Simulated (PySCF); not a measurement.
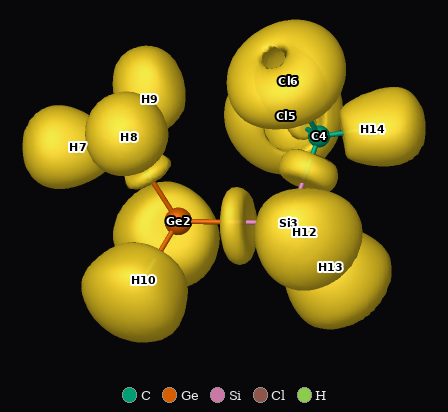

C2H8Cl2GeSi (SMILES [CH3][GeH2][SiH2]C(Cl)Cl). Isosurface of the electron localisation function at 0.8 (yellow), seen across its widest extent. Core shells and regions of very low density are left out.

Geometry: GFN2-xTB.

Level of theory: PBE0/def2-SVPD, SCF density, gas phase (PySCF).

```yaml
atoms:
  - { symbol: C, position_ang: [1.9801, 0.4961, 0.5331] }
  - { symbol: Ge, position_ang: [0.9417, -1.0194, -0.1800] }
  - { symbol: Si, position_ang: [-1.1720, -0.5072, -1.0470] }
  - { symbol: C, position_ang: [-1.9232, 0.6861, 0.2651] }
  - { symbol: Cl, position_ang: [-1.5466, 0.0209, 1.8644] }
  - { symbol: Cl, position_ang: [-1.1457, 2.2694, 0.0850] }
  - { symbol: H, position_ang: [2.9474, 0.1578, 0.8969] }
  - { symbol: H, position_ang: [2.1492, 1.2409, -0.2410] }
  - { symbol: H, position_ang: [1.4579, 0.9772, 1.3553] }
  - { symbol: H, position_ang: [1.7887, -1.6756, -1.2466] }
  - { symbol: H, position_ang: [0.8605, -2.0893, 0.8778] }
  - { symbol: H, position_ang: [-1.2338, 0.2249, -2.3132] }
  - { symbol: H, position_ang: [-2.1077, -1.6340, -1.1010] }
  - { symbol: H, position_ang: [-2.9972, 0.8518, 0.2291] }
```

Question: Where are the electrons localised?

Answer: The ELF exceeds this value in two regions between bonded C–Cl atoms (shared pairs), one region between bonded C–Si atoms (shared pairs), one region between bonded Ge–Si atoms (shared pairs), eight regions around hydrogen nuclei, one lobe of the valence shell of C pointing towards Ge (polar bonds) and two rings or bowls of non-bonding electrons around Cl. Profiles from the grid: C–Cl (1.77 Å): the ELF peaks at about 0.90 between the atoms; a shared electron pair. C–Si (1.93 Å): the ELF peaks at about 1 between the atoms; a covalent bond.
